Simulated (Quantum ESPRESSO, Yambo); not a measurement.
# A GW run on CdTe (F-43m) in Yambo, with inputs changed

Aim: change inputs of a GW run on CdTe (F-43m) and see what moves.

Main program and level: Yambo 5.3.0; PBE and many-body steps on it, plane waves.

### 1. The starting structure

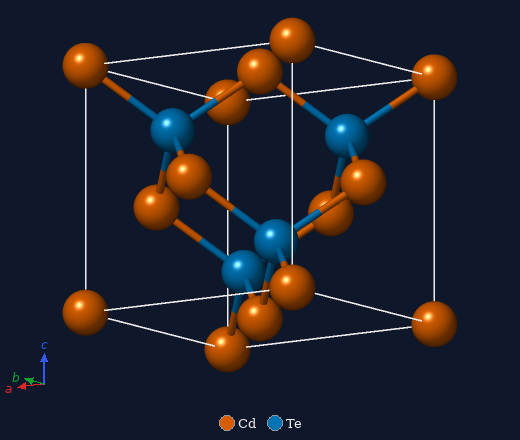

The cell as given, from a free direction (cadmium orange, tellurium blue). This picture shows the conventional cell, with its axes. Bonds to atoms that aren't drawn are left out. Some periodic images of atoms are drawn too.

As a file:

```cif
data_structure
_symmetry_space_group_name_H-M 'F-43m'
_symmetry_Int_Tables_number 216
_cell_length_a 6.4800
_cell_length_b 6.4800
_cell_length_c 6.4800
_cell_angle_alpha 90.000
_cell_angle_beta 90.000
_cell_angle_gamma 90.000
_cell_volume 272.10
loop_
_atom_site_label
_atom_site_type_symbol
_atom_site_symmetry_multiplicity
_atom_site_Wyckoff_symbol
_atom_site_fract_x
_atom_site_fract_y
_atom_site_fract_z
_atom_site_occupancy
Cd1 Cd 4 a 0.00000 0.00000 0.00000 1
Te1 Te 4 d 0.25000 0.25000 0.75000 1
```

The cell and positions come from the Crystallography Open Database and are kept as given unless a step says otherwise. Spin-orbit coupling is left out unless a step names it.

### 2. Base

This step: Yambo 5.3.0; G0W0 on PBE, plane waves, norm-conserving pseudopotentials.

Now the one-shot GW correction: screening in the RPA, then the self-energy of the levels asked for.

File gw1.in:

```
HF_and_locXC
gw0
dyson
ppa
em1d
rim_cut
RandQpts= 1000000
RandGvec= 1 RL
EXXRLvcs= 94 Ry
VXCRLvcs= 376 Ry
Chimod= "HARTREE"
% BndsRnXp
 1 | 148 |
%
NGsBlkXp= 13 Ry
% LongDrXp
 1 | 1 | 1 |
%
% GbndRnge
 1 | 148 |
%
DysSolver= "n"
ExtendOut
PPAPntXp= 27.21138 eV
% QPkrange
 1 | 1 | 21 | 24 |
%
```

Command:

```bash
> OMP_NUM_THREADS=1 mpirun -n 4 yambo -F gw1.in -J gw1 -C gw1 > gw1.log
```

Output:

```text
 Yambo, version 5.3.0

 [02] CORE Variables Setup
 =========================

  [... cell, symmetries and grids as in the set-up ...]

  [02.05] Energies & Occupations
  ==============================

  [X] === General ===
  [X] Electronic Temperature                        :  0.000000  0.000000 [eV K]
  [X] Bosonic    Temperature                        :  0.000000  0.000000 [eV K]
  [X] Finite Temperature mode                       : no
  [X] El. density                                   :  0.64683E+24 [cm-3]
  [X] Fermi Level                                   :  8.269562 [eV]

  [X] === Gaps and Widths ===
  [X] Conduction Band Min                           :  0.770493 [eV]
  [X] Valence Band Max                              :  0.000000 [eV]
  [X] Filled Bands                                  :  22
  [X] Empty Bands                                   :   23  148
  [X] Direct Gap                                    :  0.770493 [eV]
  [X] Direct Gap localized at k                     :  1
  [X] Indirect Gap                                  :  0.770493 [eV]
  [X] Indirect Gap between kpts                     :  1  1
  [X] Last valence band width                       :  2.192418 [eV]
  [X] 1st conduction band width                     :  3.488558 [eV]

 [03] Transferred momenta grid and indexing
 ==========================================

 IBZ Q-points                                      :   8
 BZ  Q-points                                      :   64

 K/Q-points units:
 rlu = crystal or reduced units; cc = cartesian coordinates; iku = interal k-units

 Q [1]          [rlu]:  0.000000  0.000000  0.000000
 Q [2]          [rlu]: -0.71308E-17 -0.71308E-17  0.25000
 Q [3]          [rlu]:  0.14262E-16  0.14262E-16 -0.50000
 Q [4]          [rlu]:  0.21313E-17  0.25000      0.25000
 Q [5]          [rlu]:  0.60381E-17  0.25000      0.50000
 Q [6]          [rlu]:  0.14262E-16  0.25000     -0.25000
 Q [7]          [rlu]: -0.42627E-17 -0.50000     -0.50000
 Q [8]          [rlu]:  0.250000 -0.500000 -0.250000

 [04] Coloumb potential Random Integration (RIM)
 ===============================================

  [04.01] RIM initialization
  ==========================

  * Diagonal components only detected *

  8 x (sBL volume)        :  0.067544 [a.u.]
  sBZ random points       :  1000000
  Points outside the sBZ  :   7996195
  RL volume               :  0.540354 [a.u.]
  Integrated volume       :  0.540611 [a.u.]

  [04.02] RIM integrals
  =====================

  Gamma point sphere radius             :  0.073872 [a.u.]
  Points outside the sphere             :   799659
  [Int_sBZ(q=0) 1/q^2]*(Vol_sBZ)^(-1/3) =:  7.764404
                                 should be <:  7.795600

  Summary of Coulomb integrals for non-metallic bands |Q|[au] RIM/Bare

  Q [1] 0.100000E-4 0.995998 * Q [2] 0.222181 1.065507
  Q [4] 0.256552 1.065194 * Q [6] 0.362820 1.026207
  Q [5] 0.425444 1.019965 * Q [3] 0.444362 1.016823
  Q [7] 0.513105 1.013307 * Q [8] 0.573668 1.010269

 [05] Dipoles
 ============

  [05.01] Setup: observables and procedures
  =========================================

 [06] Dynamic Dielectric Matrix (PPA)
 ====================================

 [WR./gw1//ndb.pp]---------------------------------------------------------------
  Brillouin Zone Q/K grids (IBZ/BZ)                :    8   64    8   64
  RL vectors                                       :   8363 [WF]
  Coulomb cutoff potential                         : none
  Electronic Temperature                           :  0.000000 [K]
  Bosonic    Temperature                           :  0.000000 [K]
  PPA    diel. fun.  energies                      : Perdew, Burke & Ernzerhof(X)+Perdew, Burke & Ernzerhof(C)
  wavefunctions                                    : Perdew, Burke & Ernzerhof(X)+Perdew, Burke & Ernzerhof(C)
  Global Gauge                                     : length
  X matrix size                                    :   387
  X band range                                     :    1  148
  X e/h energy range                               : -1.000000 -1.000000 [eV]
  X Time ordering                                  : R
  X Hxc Kernel                                     : HARTREE
  X Drude frequency                                :  0.000000  0.000000
  X poles                                          :  100.0000 [o/o]
  RL vectors in the sum                            :   8363
  [r,Vnl] included                                 : yes
  Field direction                                  :  0.577350E-5  0.577350E-5  0.577350E-5
  BZ energy Double Grid                            : no
  BZ energy DbGd points                            : 0
  BZ Q point size factor                           : -1.000000
  X Optical Averaged directions                    : none

 [07] Local Exchange-Correlation + Non-Local Fock
 ================================================

 [VXC] Plane waves :   56833
 [EXS] Plane waves :   7239

 QP @ state[ 1 ] K range:  1  1
 QP @ state[ 1 ] b range:  21  24

 [xc] Functional : Perdew, Burke & Ernzerhof(X)+Perdew, Burke & Ernzerhof(C)
 [xc] LIBXC used to calculate xc functional
  PP Number of Atomic Species                      :  2
  NLCC RL compoments                               :   56833
  PP Number of Atomic Species                      :  2
  NLCC RL compoments                               :   56833

 [xc] E_xc :  -35.75596 [Ha]
      E_xc :  -71.51192 [Ry]

  Local XC kind (lXC) : Perdew, Burke & Ernzerhof(X)+Perdew, Burke & Ernzerhof(C)
  Non-Local XC kind (nlXC) : Hartree-Fock

  Corrections @ K [1] :  [eV]
 <21|nlXC|21> = -16.35311 -0.73082E-18 <21|lXC|21> = -14.42006 -0.94408E-16
 <22|nlXC|22> = -16.35314 -0.95653E-17 <22|lXC|22> = -14.42006  0.000000
 <23|nlXC|23> = -8.180196 -0.41914E-17 <23|lXC|23> = -11.98125  0.000000
 <24|nlXC|24> = -5.953686  0.20866E-17 <24|lXC|24> = -10.13165  0.000000

 [08] Dyson equation: Newton solver
 ==================================

  [08.01] G0W0 (W PPA)
  ====================

  [  GW  ] Bands range     :    1  148
  [GW/PPA] G damping       :  0.100000 [eV]

  QP @ state[ 1 ] K range:  1  1
  QP @ state[ 1 ] b range:  21  24

   Sc/G bands                                       :    1  148
   Sc/G damping                                     :  0.100000 ev
   Sc bands terminator                              : no
   Sx RL components                                 :   7239

   QP @ state[ 1 ] K range                          :  1  1
   QP @ state[ 1 ] b range                          :  21  24
   GF energies kind                                 : Perdew, Burke & Ernzerhof(X)+Perdew, Burke & Ernzerhof(C)
   GF WF`s kind                                     : Perdew, Burke & Ernzerhof(X)+Perdew, Burke & Ernzerhof(C)
   Xs energies kind                                 : Perdew, Burke & Ernzerhof(X)+Perdew, Burke & Ernzerhof(C)
   Xs WF`s kind                                     : Perdew, Burke & Ernzerhof(X)+Perdew, Burke & Ernzerhof(C)

 [11] Game Over & Game summary
```

Wall time 11 min (4 MPI ranks of Intel Xeon 6975P-C (Granite Rapids), shared host); peak memory 2.4 GiB; 42 min of CPU time.

This step gave:

```yaml
g0w0_gap_on_the_points_computed: 1.541 eV
starting_gap_on_the_mesh: 0.7705 eV
k_of_the_valence_top: 0, 0, 0
k_of_the_conduction_bottom: 0, 0, 0
least_direct_g0w0_gap_on_the_computed_points: 1.541 eV
z_at_the_valence_top: 0.7989
z_at_the_conduction_bottom: 0.8108
```

The gap on the mesh goes from 0.77 eV to 1.54 eV, a correction of +0.77 eV.

### 3. Scissors in G

gw2.in, as its differences from gw1.in of step 2:

```diff
@@ -27 +27,4 @@
 %
+% GfnQP_E
+ 1.0 | 1.0 | 1.0 |
+%
```

Command:

```bash
> OMP_NUM_THREADS=1 mpirun -n 4 yambo -F gw2.in -J gw2,gw1_W -C gw2 > gw2.log
```

Output:

```text
 Yambo, version 5.3.0

 [02] CORE Variables Setup
 =========================

  [... cell, symmetries and grids as in the set-up ...]

  [02.05] Energies & Occupations
  ==============================

  [X] === General ===
  [X] Electronic Temperature                        :  0.000000  0.000000 [eV K]
  [X] Bosonic    Temperature                        :  0.000000  0.000000 [eV K]
  [X] Finite Temperature mode                       : no
  [X] El. density                                   :  0.64683E+24 [cm-3]
  [X] Fermi Level                                   :  8.269562 [eV]

  [X] === Gaps and Widths ===
  [X] Conduction Band Min                           :  0.770493 [eV]
  [X] Valence Band Max                              :  0.000000 [eV]
  [X] Filled Bands                                  :  22
  [X] Empty Bands                                   :   23  148
  [X] Direct Gap                                    :  0.770493 [eV]
  [X] Direct Gap localized at k                     :  1
  [X] Indirect Gap                                  :  0.770493 [eV]
  [X] Indirect Gap between kpts                     :  1  1
  [X] Last valence band width                       :  2.192418 [eV]
  [X] 1st conduction band width                     :  3.488558 [eV]

 [03] Transferred momenta grid and indexing
 ==========================================

 IBZ Q-points                                      :   8
 BZ  Q-points                                      :   64

 K/Q-points units:
 rlu = crystal or reduced units; cc = cartesian coordinates; iku = interal k-units

 Q [1]          [rlu]:  0.000000  0.000000  0.000000
 Q [2]          [rlu]: -0.71308E-17 -0.71308E-17  0.25000
 Q [3]          [rlu]:  0.14262E-16  0.14262E-16 -0.50000
[...]
[G+QP] Indirect Gap                               :  1.770493 [eV]
  [G+QP] Indirect Gap between kpts                  :  1  1
  [G+QP] Last valence band width                    :  2.192418 [eV]
  [G+QP] 1st conduction band width                  :  3.488558 [eV]

  [coarse-grid] Minimum Bare Gap        [ev]:  0.770493
  [coarse-grid] Minimum Gap Correction  [ev]:  1.000000

  Eqp @ K [1]
  -158.7255 -108.7520 -108.7520 -108.7520 -102.1750  -63.2298  -63.2298  -63.2298
  -36.02678 -36.02678 -36.02678 -36.01889 -36.01889 -11.17550  -8.28099  -8.28099
   -8.2810      -8.0207      -8.0207     -0.10450E-08 -0.75028E-09   0.0000       1.7705       5.6201
[...]
Eqp @ K [2]
[...]
Eqp @ K [3]
[...]
Eqp @ K [4]
[...]
Eqp @ K [5]
[...]
[... 2 further k-points ...]
  Eqp @ K [8]
[...]
16.06616  16.20313  17.06137  17.99880  18.23050  19.93713  20.74212  21.23552
   21.63432  22.18211  22.67904  22.74221  23.21157  24.19866  27.50559  27.62813

 [06] Dipoles
 ============

  [06.01] Setup: observables and procedures
  =========================================

 [07] Dynamic Dielectric Matrix (PPA)
 ====================================

   Sc/G bands                                       :    1  148
   Sc/G damping                                     :  0.100000 ev
   Sc bands terminator                              : no
   Sx RL components                                 :   7239

   QP @ state[ 1 ] K range                          :  1  1
   QP @ state[ 1 ] b range                          :  21  24
   GF energies kind                                 : Perdew, Burke & Ernzerhof(X)+Perdew, Burke & Ernzerhof(C)+ user defined corrections @E
   GF WF`s kind                                     : Perdew, Burke & Ernzerhof(X)+Perdew, Burke & Ernzerhof(C)
   Xs energies kind                                 : Perdew, Burke & Ernzerhof(X)+Perdew, Burke & Ernzerhof(C)
   Xs WF`s kind                                     : Perdew, Burke & Ernzerhof(X)+Perdew, Burke & Ernzerhof(C)

 [12] Game Over & Game summary
```

It took 88 s on 4 MPI ranks; peak memory 2.4 GiB.

This step gave:

| Property | Result |
| --- | --- |
| G0W0 gap on the points computed | 1.638 eV |
| starting gap on the mesh | 0.7705 eV |
| k of the valence top | 0, 0, 0 |
| k of the conduction bottom | 0, 0, 0 |
| least direct G0W0 gap on the computed points | 1.638 eV |
| Z at the valence top | 0.8014 |
| Z at the conduction bottom | 0.8214 |

The program's own table gives 1.817 eV, which is too large where the input levels are shifted: this version takes Σc at the unshifted level E₀, yet steps from the shifted one. The value above is the Newton step from E₀, E₀ + Z(Σc + Σx − Vxc), rebuilt from the printed columns.

### 4. Damping of G

gw5.in, as its differences from gw2.in of step 3:

```diff
@@ -27,4 +27,2 @@
 %
-% GfnQP_E
- 1.0 | 1.0 | 1.0 |
-%
+GDamping= 0.01 eV
```

Command:

```bash
> OMP_NUM_THREADS=1 mpirun -n 4 yambo -F gw5.in -J gw5,gw1_W -C gw5 > gw5.log
```

Output:

```text
 Yambo, version 5.3.0

 [02] CORE Variables Setup
 =========================

  [... cell, symmetries and grids as in the set-up ...]

  [02.05] Energies & Occupations
  ==============================

  [X] === General ===
  [X] Electronic Temperature                        :  0.000000  0.000000 [eV K]
  [X] Bosonic    Temperature                        :  0.000000  0.000000 [eV K]
  [X] Finite Temperature mode                       : no
  [X] El. density                                   :  0.64683E+24 [cm-3]
[...]
Sx RL components                                 :   7239

   QP @ state[ 1 ] K range                          :  1  1
   QP @ state[ 1 ] b range                          :  21  24
   GF energies kind                                 : Perdew, Burke & Ernzerhof(X)+Perdew, Burke & Ernzerhof(C)
   GF WF`s kind                                     : Perdew, Burke & Ernzerhof(X)+Perdew, Burke & Ernzerhof(C)
   Xs energies kind                                 : Perdew, Burke & Ernzerhof(X)+Perdew, Burke & Ernzerhof(C)
   Xs WF`s kind                                     : Perdew, Burke & Ernzerhof(X)+Perdew, Burke & Ernzerhof(C)

 [11] Game Over & Game summary
```

Wall time 84 s (4 MPI ranks); peak memory 2.3 GiB; 5.6 min of CPU time.

This step gave:

| Item | Value |
| --- | --- |
| G0W0 gap on the points computed | 1.541 eV |
| starting gap on the mesh | 0.7705 eV |
| k of the valence top | 0, 0, 0 |
| k of the conduction bottom | 0, 0, 0 |
| least direct G0W0 gap on the computed points | 1.541 eV |

Against G0W0 in Yambo (4×4×4 mesh, 148 bands, screening to 176.9 eV, Godby-Needs plasmon pole), the gap moves by −0.0001 eV.

### 5. Exchange cutoff

File gw6.in:

```
HF_and_locXC
gw0
dyson
ppa
em1d
rim_cut
RandQpts= 1000000
RandGvec= 1 RL
EXXRLvcs= 23.5 Ry
VXCRLvcs= 376 Ry
Chimod= "HARTREE"
% BndsRnXp
 1 | 148 |
%
NGsBlkXp= 13 Ry
% LongDrXp
 1 | 1 | 1 |
%
% GbndRnge
 1 | 148 |
%
DysSolver= "n"
ExtendOut
PPAPntXp= 27.21138 eV
% QPkrange
 1 | 1 | 21 | 24 |
%
```

Command:

```bash
> OMP_NUM_THREADS=1 mpirun -n 4 yambo -F gw6.in -J gw6,gw1_W -C gw6 > gw6.log
```

Output:

```text
 Yambo, version 5.3.0

 [02] CORE Variables Setup
 =========================

  [... cell, symmetries and grids as in the set-up ...]

  [02.05] Energies & Occupations
  ==============================

  [X] === General ===
  [X] Electronic Temperature                        :  0.000000  0.000000 [eV K]
  [X] Bosonic    Temperature                        :  0.000000  0.000000 [eV K]
  [X] Finite Temperature mode                       : no
  [X] El. density                                   :  0.64683E+24 [cm-3]
  [X] Fermi Level                                   :  8.269562 [eV]

  [X] === Gaps and Widths ===
  [X] Conduction Band Min                           :  0.770493 [eV]
  [X] Valence Band Max                              :  0.000000 [eV]
  [X] Filled Bands                                  :  22
  [X] Empty Bands                                   :   23  148
  [X] Direct Gap                                    :  0.770493 [eV]
  [X] Direct Gap localized at k                     :  1
  [X] Indirect Gap                                  :  0.770493 [eV]
  [X] Indirect Gap between kpts                     :  1  1
  [X] Last valence band width                       :  2.192418 [eV]
  [X] 1st conduction band width                     :  3.488558 [eV]

 [03] Transferred momenta grid and indexing
 ==========================================

 IBZ Q-points                                      :   8
 BZ  Q-points                                      :   64

 K/Q-points units:
 rlu = crystal or reduced units; cc = cartesian coordinates; iku = interal k-units

 Q [1]          [rlu]:  0.000000  0.000000  0.000000
 Q [2]          [rlu]: -0.71308E-17 -0.71308E-17  0.25000
 Q [3]          [rlu]:  0.14262E-16  0.14262E-16 -0.50000
[...]
Q [7]          [rlu]: -0.42627E-17 -0.50000     -0.50000
 Q [8]          [rlu]:  0.250000 -0.500000 -0.250000

 [04] Coloumb potential Random Integration (RIM)
 ===============================================

 Summary of Coulomb integrals for non-metallic bands |Q|[au] RIM/Bare

 Q [1] 0.100000E-4 0.995998 * Q [2] 0.222181 1.065507
 Q [4] 0.256552 1.065194 * Q [6] 0.362820 1.026207
 Q [5] 0.425444 1.019965 * Q [3] 0.444362 1.016823
 Q [7] 0.513105 1.013307 * Q [8] 0.573668 1.010269

 [05] Dipoles
 ============

  [05.01] Setup: observables and procedures
  =========================================

 [06] Dynamic Dielectric Matrix (PPA)
 ====================================

   Sc/G bands                                       :    1  148
   Sc/G damping                                     :  0.100000 ev
   Sc bands terminator                              : no
   Sx RL components                                 :   965

   QP @ state[ 1 ] K range                          :  1  1
   QP @ state[ 1 ] b range                          :  21  24
   GF energies kind                                 : Perdew, Burke & Ernzerhof(X)+Perdew, Burke & Ernzerhof(C)
   GF WF`s kind                                     : Perdew, Burke & Ernzerhof(X)+Perdew, Burke & Ernzerhof(C)
   Xs energies kind                                 : Perdew, Burke & Ernzerhof(X)+Perdew, Burke & Ernzerhof(C)
   Xs WF`s kind                                     : Perdew, Burke & Ernzerhof(X)+Perdew, Burke & Ernzerhof(C)

 [11] Game Over & Game summary
```

Elapsed: 82 s, on 4 MPI ranks; peak memory 2.3 GiB; 5.4 min of CPU time.

Numbers from this step:

| Item | Value |
| --- | --- |
| G0W0 gap on the points computed | 1.405 eV |
| starting gap on the mesh | 0.7705 eV |
| k of the valence top | 0, 0, 0 |
| k of the conduction bottom | 0, 0, 0 |
| least direct G0W0 gap on the computed points | 1.405 eV |
| Z at the valence top | 0.7989 |
| Z at the conduction bottom | 0.8108 |

### 6. Field direction

File gw7.in:

```
HF_and_locXC
gw0
dyson
ppa
em1d
rim_cut
RandQpts= 1000000
RandGvec= 1 RL
EXXRLvcs= 94 Ry
VXCRLvcs= 376 Ry
Chimod= "HARTREE"
% BndsRnXp
 1 | 148 |
%
NGsBlkXp= 13 Ry
% LongDrXp
 0 | 0 | 1 |
%
% GbndRnge
 1 | 148 |
%
DysSolver= "n"
ExtendOut
PPAPntXp= 27.21138 eV
% QPkrange
 1 | 1 | 21 | 24 |
%
```

Command:

```bash
> OMP_NUM_THREADS=1 mpirun -n 4 yambo -F gw7.in -J gw7 -C gw7 > gw7.log
```

Output:

```text
 Yambo, version 5.3.0

 [02] CORE Variables Setup
 =========================

  [... cell, symmetries and grids as in the set-up ...]

  [02.05] Energies & Occupations
  ==============================

  [X] === General ===
  [X] Electronic Temperature                        :  0.000000  0.000000 [eV K]
  [X] Bosonic    Temperature                        :  0.000000  0.000000 [eV K]
  [X] Finite Temperature mode                       : no
  [X] El. density                                   :  0.64683E+24 [cm-3]
[...]
Sx RL components                                 :   7239

   QP @ state[ 1 ] K range                          :  1  1
   QP @ state[ 1 ] b range                          :  21  24
   GF energies kind                                 : Perdew, Burke & Ernzerhof(X)+Perdew, Burke & Ernzerhof(C)
   GF WF`s kind                                     : Perdew, Burke & Ernzerhof(X)+Perdew, Burke & Ernzerhof(C)
   Xs energies kind                                 : Perdew, Burke & Ernzerhof(X)+Perdew, Burke & Ernzerhof(C)
   Xs WF`s kind                                     : Perdew, Burke & Ernzerhof(X)+Perdew, Burke & Ernzerhof(C)

 [11] Game Over & Game summary
```

The job ended after 9.3 min (4 MPI ranks; peak memory 2.4 GiB).

This step gave:

| Item | Value |
| --- | --- |
| G0W0 gap on the points computed | 1.541 eV |
| starting gap on the mesh | 0.7705 eV |
| k of the valence top | 0, 0, 0 |
| k of the conduction bottom | 0, 0, 0 |
| least direct G0W0 gap on the computed points | 1.541 eV |

Against G0W0 in Yambo (4×4×4 mesh, 148 bands, screening to 176.9 eV, Godby-Needs plasmon pole), the gap moves by +0.000 eV.

[end of part 1 of 2]

[Paths, hosts, dates, memory and timing lines, banners, echoed tables and standing remarks are left out of the program output.]

[Logs are printed without paths, hosts, clocks, repeated set-up lines and the standing remarks that a program may print on its own settings, such as how far it seeks lower states.]

[Runs of the session that timed out or met a known fault of the program may be left out.]

[Hosts, paths, dates, database ids (printed as entryN), source tags and the programs' standing remarks are cut or masked in the printed files.]
